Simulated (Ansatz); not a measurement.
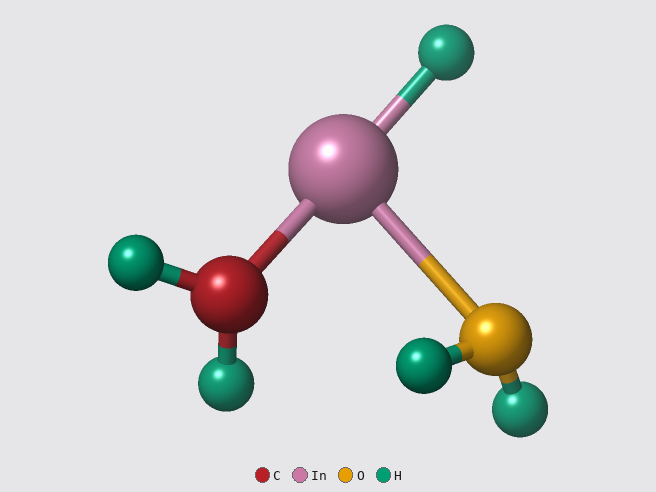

Ball-and-stick drawing of a structure.

Identify the structure.

The molecule is CH5InO. This geometry has C1 symmetry. Coordination, clear cases only: 1 O trigonal pyramidal.

More results for the same structure follow; atom numbers are the same in all pictures, views and colours differ. Computed geometry: PBE0-D4/def2-TZVP optimisation. No frequency run is at hand to confirm it as a minimum.

## Dipole moment

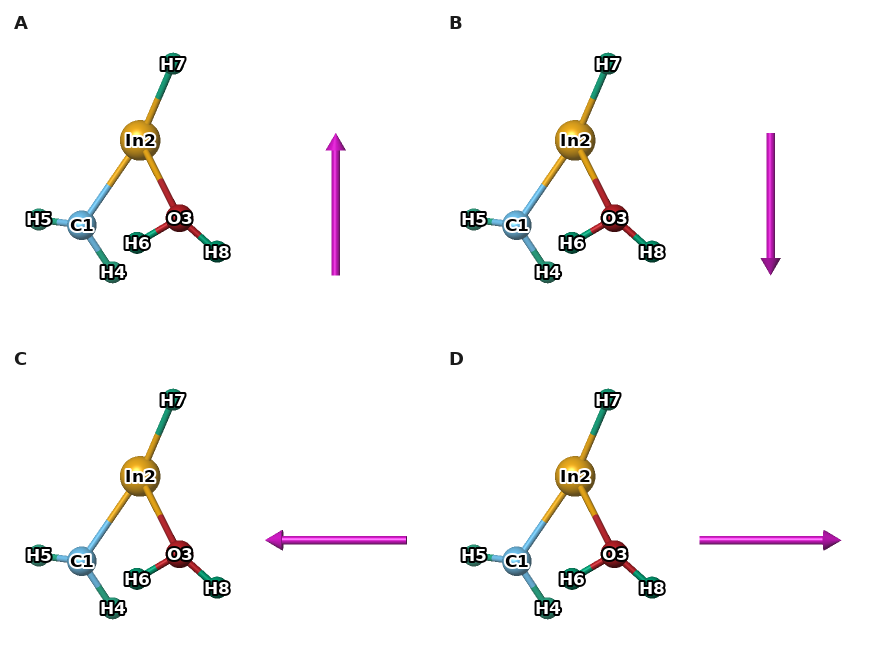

The same molecule four times, each with an arrow. No frequency run is at hand to confirm it as a minimum. Properties computed with RKS PBE0-D4/def2-TZVP, core potentials on In (Ansatz 0.2.0).

Which arrow points along the dipole moment, from the negative to the positive end?

Answer. D. The dipole moment is 2.18 D; it points from the side of H5 to the side of H8 (the outermost atoms at the two ends).

## Charges

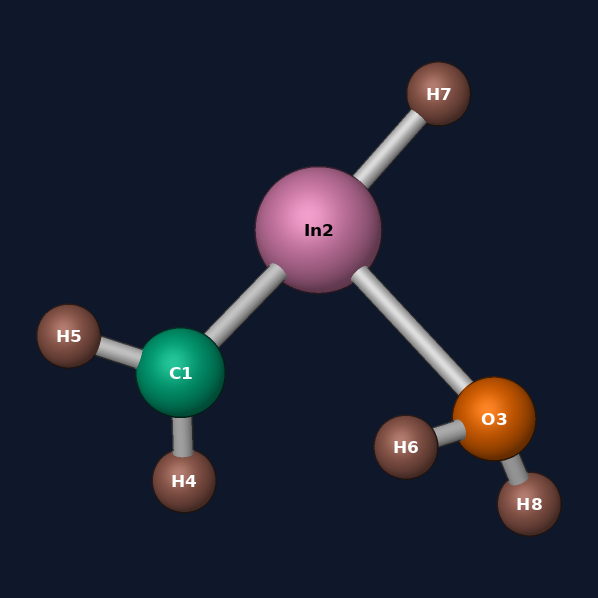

The questions are on Mulliken charges. No frequency run is at hand to confirm it as a minimum. Method: RKS PBE0-D4/def2-TZVP, core potentials on In (Ansatz 0.2.0).

List the Mulliken charges.

```csv
atom,value (e)
C1,−0.77
In2,0.47
O3,−0.62
H4,0.14
H5,0.14
H6,0.36
H7,−0.06
H8,0.34
```

## Electronic properties

No frequency run is at hand to confirm it as a minimum. Level of theory: RKS PBE0-D4/def2-TZVPP, core potentials on In (Ansatz 0.2.0).

Give the HOMO–LUMO gap at this level.

Answer. 4.11 eV.

What is the dispersion correction?

Answer. −10.2 kJ/mol.

What is the HOMO energy (Kohn–Sham orbital)?

Answer. −5.27 eV.

Mulliken values depend strongly on the basis set and can even reverse the polarity of a bond.
